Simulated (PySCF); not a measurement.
## Electronic structure of C$_{4}$H$_{9}$BS$_{2}$ in real space

```yaml
atoms:
  - { symbol: C, position_ang: [-2.2720, -0.2804, -0.1213] }
  - { symbol: C, position_ang: [-0.7609, -0.1882, -0.2727] }
  - { symbol: C, position_ang: [-0.0618, -1.1777, 0.6391] }
  - { symbol: S, position_ang: [1.7267, -1.4036, 0.2760] }
  - { symbol: B, position_ang: [2.3126, 0.1458, -0.2900] }
  - { symbol: C, position_ang: [1.4805, 1.4736, -0.4637] }
  - { symbol: S, position_ang: [-0.2455, 1.5227, 0.1500] }
  - { symbol: H, position_ang: [-2.5568, -0.0929, 0.9117] }
  - { symbol: H, position_ang: [-2.6224, -1.2692, -0.4100] }
  - { symbol: H, position_ang: [-2.7558, 0.4621, -0.7510] }
  - { symbol: H, position_ang: [-0.4713, -0.3591, -1.3144] }
  - { symbol: H, position_ang: [-0.1498, -0.8681, 1.6806] }
  - { symbol: H, position_ang: [-0.4921, -2.1737, 0.5267] }
  - { symbol: H, position_ang: [3.4422, 0.1615, -0.5959] }
  - { symbol: H, position_ang: [1.9724, 2.2972, 0.0572] }
  - { symbol: H, position_ang: [1.4464, 1.7589, -1.5202] }
```

Geometry: GFN2-xTB.

Level of theory: PySCF 2.14.0, B3LYP/def2-SVPD, SCF density, gas phase.

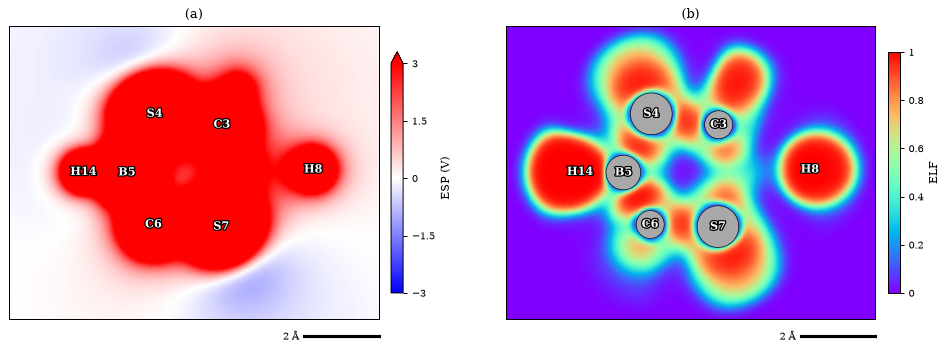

Figure 1. (a) electrostatic potential; (b) electron localisation function on the plane of atoms S4, B5 and H14. Grey discs cover the atomic cores in the ELF map.

**What does the map show?**

The section cuts through C, S, B and H sites. C–B (1.58 Å): the ELF peaks at about 1 between the atoms: localised, covalent bonding. B–S (1.75 Å): the ELF peaks at about 0.95 between the atoms: a covalent bond. C–S (1.83 Å): the ELF peaks at about 0.90 between the atoms; a shared electron pair. B–H (1.17 Å): the ELF climbs to about 1 towards the hydrogen, as it does in any bond to H (a covalent bond by its length). The ELF also peaks beside S7 and S4, away from the bonds: lone-pair regions. Outside the dense part of the molecule the potential is most negative (−0.9 V) near S7.

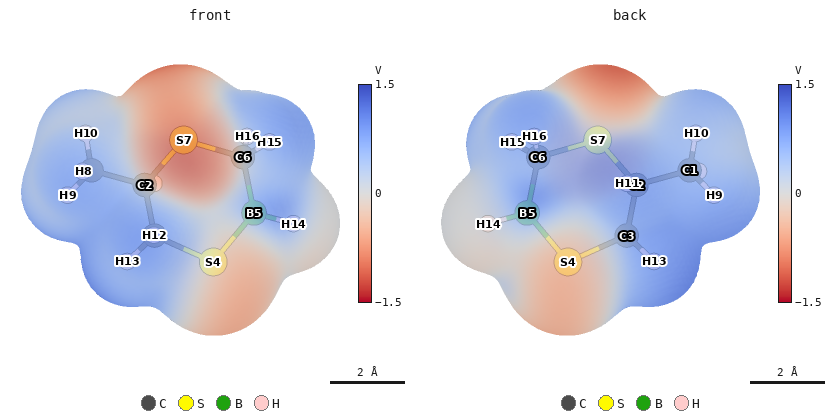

Figure 2. The molecular electrostatic potential painted on the density surface at 0.002 e/bohr³, seen from the front and from behind; the colour scale runs from red (negative) to blue (positive).

**Which sites attract a positive test charge, and which a negative one?**

A positive charge is drawn to the negative regions and a negative charge to the positive ones. The most negative region (about −1.0 V) lies over S7, the most positive (about +1.0 V) over H13.

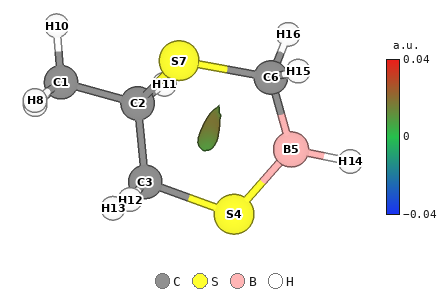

Figure 3. Non-covalent interaction (NCI) plot: the surface where the reduced density gradient is 0.5, for densities under 0.05 a.u., coloured by sign(λ₂)ρ; seen at a tilt.

**What holds or crowds the atoms apart from the covalent bonds?**

Inside the ring or cage of C2, C3, S4, B5, C6 and S7: steric crowding (red).
